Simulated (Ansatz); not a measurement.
Input file:

```
crystal:
  periodic: [false, false, false]
  atoms:
    - {symbol: F, position_ang: [-1.656578, -0.706547, 1.256484]}
    - {symbol: B, position_ang: [-0.334821, -0.466732, 0.955436]}
    - {symbol: N, position_ang: [0.047920, -1.036010, -0.487423]}
    - {symbol: B, position_ang: [0.545641, 0.434262, -0.865527]}
    - {symbol: F, position_ang: [-0.083761, 0.903054, -1.996585]}
    - {symbol: N, position_ang: [-0.112068, 1.035830, 0.460363]}
    - {symbol: H, position_ang: [0.471628, -0.787749, 1.793345]}
    - {symbol: H, position_ang: [0.733936, -1.776517, -0.522078]}
    - {symbol: H, position_ang: [-0.768253, -1.318104, -1.021671]}
    - {symbol: H, position_ang: [1.748952, 0.519387, -0.848515]}
    - {symbol: H, position_ang: [-0.987054, 1.516679, 0.275138]}
    - {symbol: H, position_ang: [0.471258, 1.627148, 1.035034]}
basis:
  gaussian: {orbitals: def2-TZVPP}
hamiltonian: {xc: pbe0, dispersion: d4}
output: {orbitals: {seedname: orbitals}}
```

Command:

```sh
ansatz run in.yaml --threads 4 --pin off --events-out ev --progress --plain --max-ram 10444MiB
```

Geometry: PBE0-D4/def2-TZVP.

Method: Ansatz, RKS PBE0-D4/def2-TZVPP.

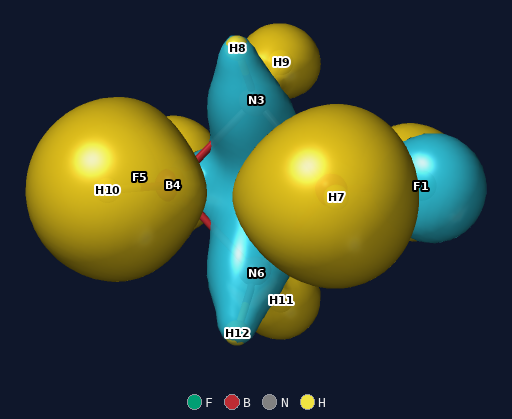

B2F2H6N2 (SMILES F[BH-]1[NH2+][BH-](F)[NH2+]1). The HOMO−1 at ±0.08 Å⁻³ᐟ² (yellow and cyan are the two phases), seen at a tilt.

### What is the character of this orbital?

It lies mainly on H7 (about 15 %), H10 (about 15 %), B4 (about 15 %), B2 (about 15 %), F5 (about 15 %) and F1 (about 15 %). Its energy is −9.38 eV.
